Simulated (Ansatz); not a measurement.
# SiH3O (doublet): trial inputs and their diagnosis at distance Si1–O2 = 2.071 Å

3 inputs are run for SiH3O (doublet) as typed; the log has to tell whether the result can be used and what must change.

Computed with Ansatz 0.2.0, Gaussian basis. Level: the settings change from run to run.

26 further runs of the same task are left out: 1 for a mislabelled method, 1 for a known fault of the program, 20 that didn't finish, 4 set aside as unsound or not needed.

**1. What is computed**

The geometry derives from a PBE0/def2-TZVP stationary point (not a proven minimum). One bond is set to the value named and the two fragments are kept rigid.

5 atoms, charge 0, spin multiplicity 2.

Atoms are counted from 1 here; the program's logs count them from 0.

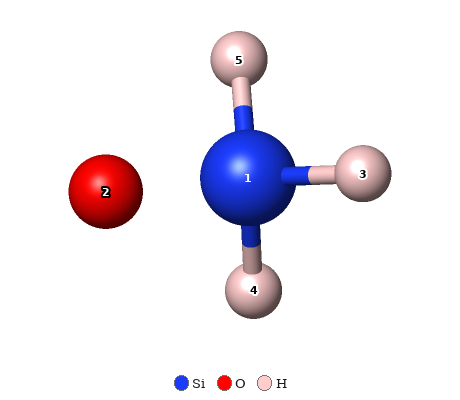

The structure; silicon blue, oxygen red, hydrogen pink; atoms are numbered from 1 in the order of the file.

**2. Input 1**

in.yaml reads:

```yaml
crystal:
  periodic: [false, false, false]
  atoms:
    - {symbol: Si, position_ang: [0.006259, 0.000000, 0.673220]}
    - {symbol: O, position_ang: [-0.026253, 0.000002, -1.397525]}
    - {symbol: H, position_ang: [1.478468, -0.000114, 0.923626]}
    - {symbol: H, position_ang: [-0.617982, 1.217950, 1.250516]}
    - {symbol: H, position_ang: [-0.618170, -1.217854, 1.250516]}
basis:
  gaussian: {orbitals: def2-SVP}
magnetization: {spin_polarized: false, initial_magnetization: 1}
correlation: {method: sc_nevpt2, electrons: valence, active_space: {window: {electrons: 5, orbitals: 3}, states: [{multiplicity: 2, weights: [0.5, 1, 0.5, 1]}]}}
```

Command:

```
> ansatz run in.yaml --threads 1 --pin off --events-out ev --progress --plain --max-ram 2393MiB
```

Log:

```text
Functional definition: HF
  name "HF"
  cite "Fock, Z. Phys. 61, 126 (1930) doi:10.1007/BF01340294"
  parent pbe
  exchange = exact_x
  correlation = 0
774 factors; integrals over basis functions are off by at most 1.9e-7 eV
mean field evaluation 1: about -9933.8287 eV, gradient 3.5e1 eV
mean field evaluation 2: about -9933.8336 eV, gradient 3.5e1 eV
mean field evaluation 4: about -9940.3464 eV, gradient 6.2e0 eV
mean field evaluation 8: about -9940.5807 eV, gradient 1.0e0 eV
mean field evaluation 16: about -9940.5961 eV, gradient 2.0e-6 eV
mean field evaluation 32: about -9940.5694 eV, gradient 7.2e-1 eV
mean field evaluation 64: about -9940.5451 eV, gradient 1.4e-6 eV
mean field evaluation 96: about -9940.5959 eV, gradient 5.5e-2 eV
mean field -9940.59606481 eV, -365.3101674039 hartree, gradient 2.0e-6 eV, S^2 0.750000; 8 other end points of the search recorded, 0 dependent functions left out
reference -9940.59606481 eV, -365.3101674039 hartree; 13, 12 occupied and 34, 35 virtual orbitals, 774 factors
Error: 4 states are sought, and the space of determinants holds 3 states of this symmetry and spin
```

Run time: 1.2 s. Hardware: 1 thread of Arm Neoverse V1, shared host.

What is wrong: The run stopped with an error. It says: «4 states are sought, and the space of determinants holds 3 states of this symmetry and spin». Cure: ask for fewer states or enlarge the space.

**3. Input 2**

in.yaml reads:

```yaml
crystal:
  periodic: [false, false, false]
  atoms:
    - {symbol: Si, position_ang: [0.006259, 0.000000, 0.673220]}
    - {symbol: O, position_ang: [-0.026253, 0.000002, -1.397525]}
    - {symbol: H, position_ang: [1.478468, -0.000114, 0.923626]}
    - {symbol: H, position_ang: [-0.617982, 1.217950, 1.250516]}
    - {symbol: H, position_ang: [-0.618170, -1.217854, 1.250516]}
basis:
  gaussian: {orbitals: cc-pVDZ}
magnetization: {spin_polarized: false, initial_magnetization: 1}
hamiltonian: {xc: pbe}
correlation: {active_space: {window: {electrons: 3, orbitals: 3}}}
accuracy: high
```

Same command.

Log:

```text
Error: invalid value for `correlation.active_space`: it starts from restricted Hartree–Fock orbitals; set hamiltonian.xc: hf without magnetization.spin_polarized
```

Run time: 0.03 s. Hardware: 1 thread of Arm Neoverse V1, shared host.

**Diagnosis.** The run was refused. An active space is asked on a functional's orbitals. Fix: start from Hartree-Fock.

**4. Input 3**

in.yaml reads:

```yaml
crystal:
  periodic: [false, false, false]
  atoms:
    - {symbol: Si, position_ang: [0.006259, 0.000000, 0.673220]}
    - {symbol: O, position_ang: [-0.026253, 0.000002, -1.397525]}
    - {symbol: H, position_ang: [1.478468, -0.000114, 0.923626]}
    - {symbol: H, position_ang: [-0.617982, 1.217950, 1.250516]}
    - {symbol: H, position_ang: [-0.618170, -1.217854, 1.250516]}
basis:
  gaussian: {orbitals: "6-31++G**", fitting: {mean_field: def2-universal-jkfit}}
magnetization: {spin_polarized: true, initial_magnetization: 7}
correlation: {method: ccsd, electrons: outside_noble_gas}
```

The command is unchanged.

Log (excerpt; [...] marks lines left out):

```text
Functional definition: HF
  name "HF"
  cite "Fock, Z. Phys. 61, 126 (1930) doi:10.1007/BF01340294"
  parent pbe
[...]
259 factors; integrals over basis functions are off by at most 3.5e-1 eV
[...]
mean field -9925.33841033 eV, -364.7494589436 hartree, gradient 9.5e-7 eV, S^2 15.805896; 31 other end points of the search recorded, 0 dependent functions left out
determinant -9925.33841033 eV, -364.7494589436 hartree, with singles and doubles -9931.05635358 eV, -364.9595894823 hartree
determinant -9925.31106285 eV, -364.7484539424 hartree, with singles and doubles -9931.09988328 eV, -364.9611891693 hartree
determinant -9925.30907685 eV, -364.7483809583 hartree, with singles and doubles -9931.07853018 eV, -364.9604044574 hartree
determinant -9925.11262209 eV, -364.7411613788 hartree, with singles and doubles -9931.10235467 eV, -364.9612799912 hartree
[...]
determinant -9925.31106285 eV, -364.7484539424 hartree, with singles and doubles -9931.11952172 eV, -364.9619108687 hartree
determinant -9925.30907685 eV, -364.7483809583 hartree, with singles and doubles -9931.12135798 eV, -364.9619783499 hartree
determinant -9925.11262209 eV, -364.7411613788 hartree, with singles and doubles -9931.10514763 eV, -364.9613826307 hartree
determinant -9925.08853009 eV, -364.7402760141 hartree, with singles and doubles -9931.11151098 eV, -364.9616164794 hartree
6 core orbitals not correlated: weight in the atoms' cores, before any rotation towards them, 1.000 or more for the frozen orbitals, at most 0.000 for the correlated occupied ones
reference -9925.31106285 eV, -364.7484539424 hartree; 10, 3 occupied and 44, 51 virtual orbitals, 259 factors
second order -4.72901568 eV of doubles, -0.00000000 eV of singles
cycle   1  -5.80845827 eV  change    5.9e-7 eV  update   6.2e-6
cycle   2  -5.80845528 eV  change    3.0e-6 eV  update   5.7e-6
Total energy: -9931.11951813 eV, -364.9619107368 hartree
```

Run time: 35 s. Hardware: 1 thread of Arm Neoverse V1, shared host.

What is wrong: The run converged, which proves nothing about the input. Far too many unpaired electrons are asked for. Its energy belongs to the state of multiplicity 8, not to the doublet that was meant. Cure: set initial_magnetization to that of the wanted state.

**5. How the runs ended**

```
input                  level                ended                                                                                        cause    time
    1   NEVPT2(5,3)/def2-SVP  stopped by an error  4 states are sought, and the space of determinants holds 3 states of this symmetry and spin   1.2 s
    2    CASSCF(3,3)/cc-pVDZ              refused                                          an active space is asked on a functional's orbitals  0.03 s
    3  CCSD on UHF/6-31++G**            converged                                                far too many unpaired electrons are asked for    35 s
```

1 stopped by an error, 1 refused, 1 converged. The input that converges on a wrong geometry or spin is the dangerous one: no error points at it, so geometry and ⟨S²⟩ have to be checked.
